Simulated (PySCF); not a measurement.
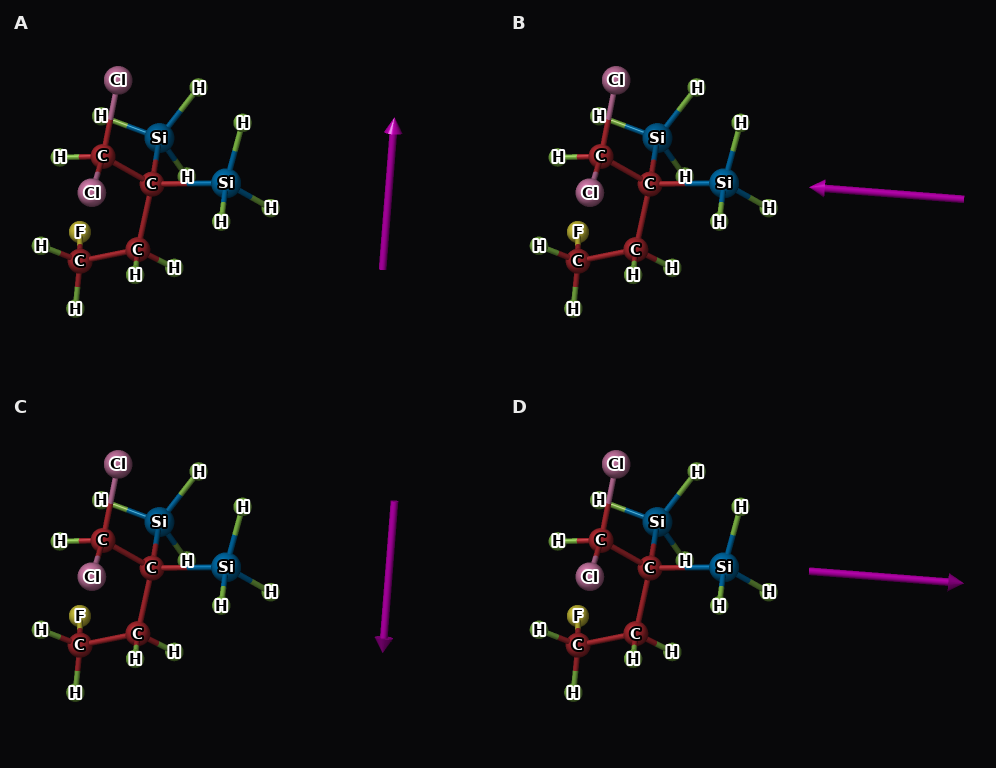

The same molecule four times, each with an arrow. The geometry was computed by an optimisation with GFN2-xTB. No frequency run is at hand to confirm it as a minimum. Properties computed with PBE0/pcSseg-1, gas phase (PySCF 2.14.0).

> Which arrow points along the dipole moment, from the negative to the positive end?

C. The dipole moment is 2.00 D.

The geometry is semi-empirical. Around Si such bond lengths and angles can be off by a tenth of an ångström or more and by several degrees, and values that hang on the shape move with them.
